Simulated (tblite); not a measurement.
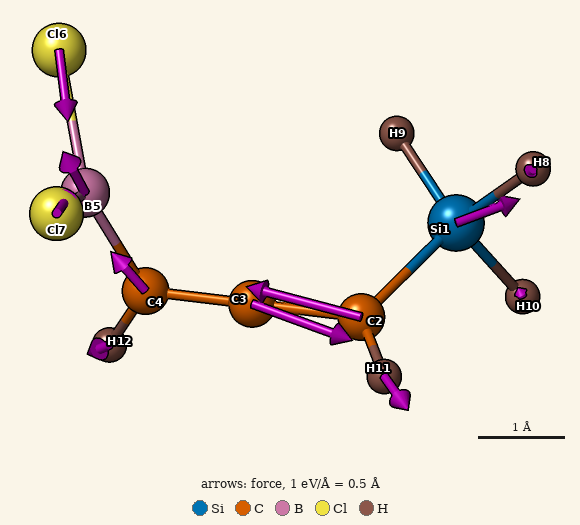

Starting geometry of C$_{3}$H$_{5}$BCl$_{2}$Si with the computed forces as purple arrows. A ball-and-stick model, seen at a tilt.

All numbers below come from tblite 0.8.0, GFN2-xTB geometry optimisation, gas phase. 

### Is this structure relaxed? If not, where do the atoms go?

It isn't relaxed: the largest force vector, on C2, is 2.97 eV/Å. The final displacements have little in common with the starting forces (cosine between the two patterns 0.27). The atom that moves furthest after the best rigid fit is Cl6 (1.96 Å). Largest moves by element: Cl 1.96 Å, H 0.52 Å, C 0.27 Å, Si 0.26 Å, B 0.15 Å. Among the contacts that change: B5–Cl7 1.857 → 1.731 Å, B5–Cl6 1.835 → 1.728 Å, Si1–C2 1.836 → 1.896 Å, C2–H11 1.040 → 1.080 Å. Bond angles that change, for instance: Si1–C2–H11 127.6° → 116.3°, Si1–C2–C3 114.0° → 123.0°, C3–C4–B5 115.2° → 123.4°. Groups turn about C4–B5 by about 75°. The energy falls by 0.775 eV in 84 geometry steps. Cost: 0.66 s on 1 thread of Arm Neoverse V1, with other jobs on the host.
